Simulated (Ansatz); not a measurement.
Breaking the Te1–I3 bond in HITe (SMILES [TeH]I) (multiplicity 1 held, fragments rigid). Energies count from the point at 2.725 Å.
Geometry at that point (charge 0, multiplicity 1):
```xyz
3

Te     0.4428     0.9083     0.9130
H      0.6954     2.0782    -0.2443
I     -0.4475    -0.9304    -0.8912
```

Restricted levels (R-, RO-) in cc, def2 and unpolarised 6-31G sets keep to the state of the molecule at rest. Unrestricted levels (U-) break spin symmetry where that is lower. Levels need not reach the same state.

Correlated levels freeze the cores. Filled d and f shells under p-block atoms count as core.

Codes used: Ansatz (a program for electronic structure) with Gaussian orbitals. Values without a source in brackets are computed. In def2 rows elements past Kr take small-core potentials, without spin–orbit coupling.

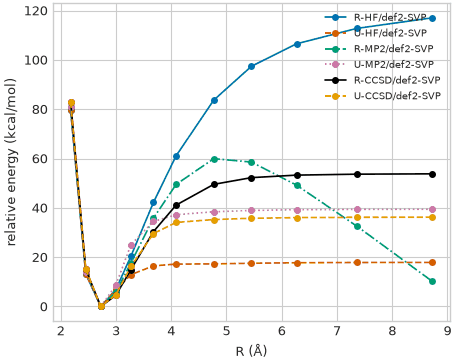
Figure: Relative energy along the coordinate

Question: Read off the U-HF/def2-SVP curve at R = 4.770.

Answer: about 17 kcal/mol

Doubts at one or more of the structures used: a restricted determinant that unrestricted orbitals would lower (R-HF/def2-SVP, R-MP2/def2-SVP, R-CCSD/def2-SVP); a spin-contaminated determinant (U-HF/def2-SVP, U-MP2/def2-SVP, U-CCSD/def2-SVP); other coupled-cluster roots lie near (R-CCSD/def2-SVP); T1 above 0.05 (R-CCSD/def2-SVP, U-CCSD/def2-SVP); the program's own flag: other amplitudes (U-CCSD/def2-SVP).
